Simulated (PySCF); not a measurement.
## Electronic structure of IF in real space

```yaml
atoms:
  - { symbol: I, position_ang: [0.0000, 0.0000, -0.2537] }
  - { symbol: F, position_ang: [0.0000, 0.0000, 1.6943] }
```

Core potentials replace the inner electrons of I.

The calculation used PySCF, PBE0/aug-cc-pVDZ(-PP), non-relativistic Hamiltonian with scalar-relativistic core potentials where named, at a bond length of 1.948 Å.

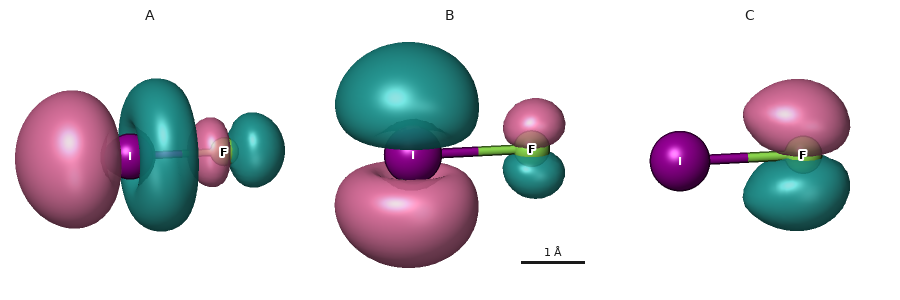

Figure 1. Three frontier orbitals, each drawn at the value that holds 80 % of its norm (teal and pink are the two phases), in no order; of a degenerate pair one member is drawn.

Q: Label each orbital by symmetry, say whether it is occupied, and order them by energy.

A: Orbital C: π, occupied, −12.40 eV; mainly on F (85 %).
Orbital B: π, occupied, −8.19 eV; mainly on I (90 %).
Orbital A: σ, empty, −3.85 eV; mainly on I (75 %).

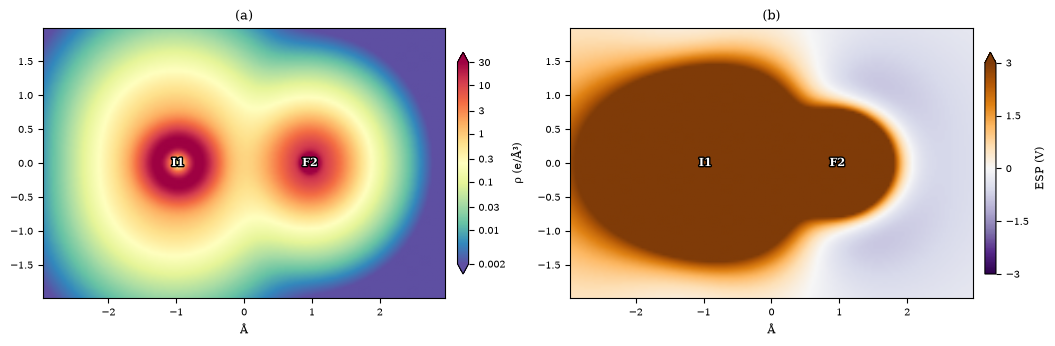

Figure 2. (a) electron density; (b) molecular electrostatic potential on a plane that holds the molecular axis.

Q: Describe what can be read from this map.

A:
- The plane passes through I and F nuclei.
- I–F (1.95 Å): ρ is about 0.8 e/Å³ halfway.
- Outside the dense part of the molecule the potential is most negative (−0.8 V) near F2.

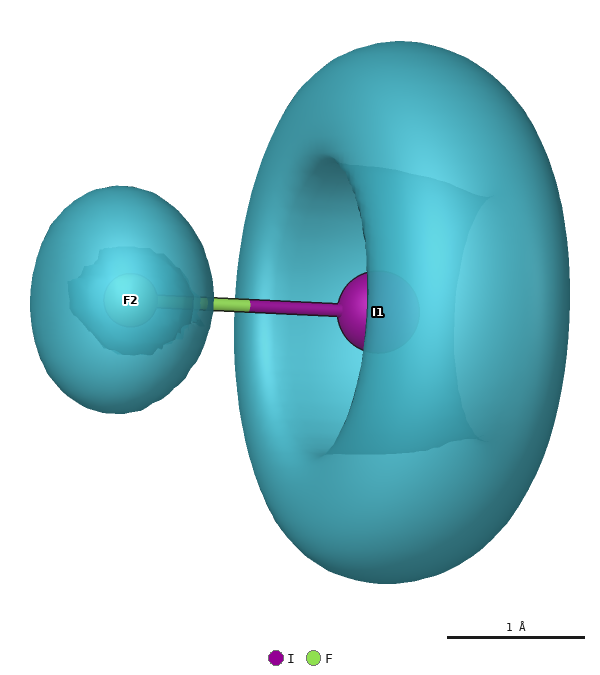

Figure 3. Isosurface of the ELF at 0.75 (cyan), seen from one side. Only the valence region is drawn (cores and ρ < 0.01 e/Å³ removed).

Q: Where are the electrons localised?

A: At this value the surface marks out one region wrapped around F (its lone pairs, merged into a ring or cap) and one region wrapped around I (its lone pairs, merged into a ring or cap). Along the contacts the grid gives the following. I–F (1.95 Å): the ELF peaks at about 0.75 in the valence shell of F, 0.6 Å from its nucleus, and drops to about 0.15 between the two atoms.

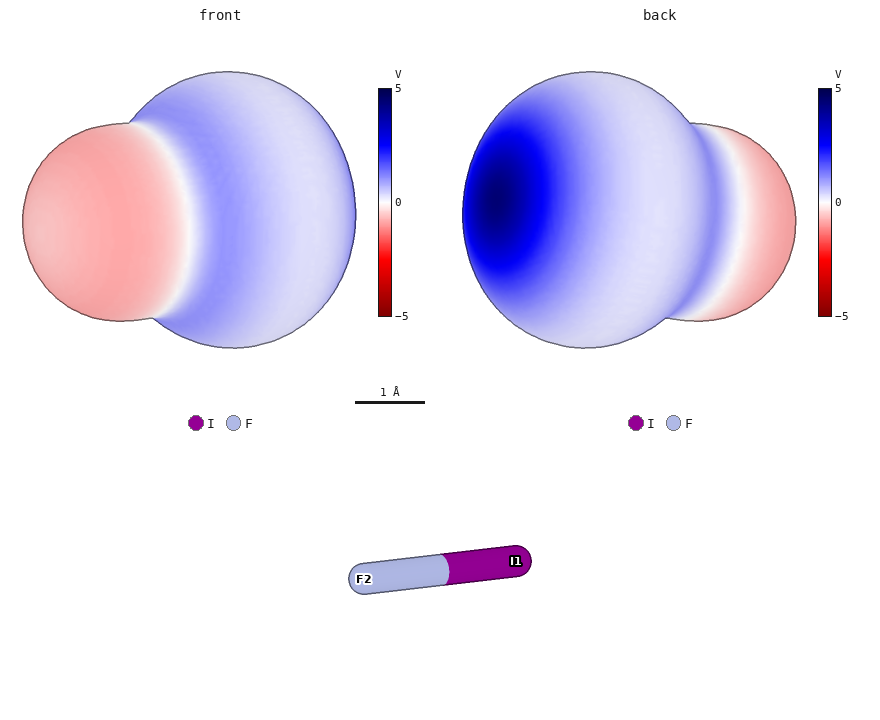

Figure 4. The molecular electrostatic potential painted on the density surface at 0.004 e/bohr³, seen from the front and from behind; red is negative and blue positive. The bare structure is drawn below in the same view.

Q: Describe the electrostatic potential map.

A: The most negative region (about −0.8 V) lies over F2, the most positive (about +4.2 V) over I1. I1 shows a σ-hole: about +4.2 V at the tip opposite its bond, against about +0.3 V on its flanks.
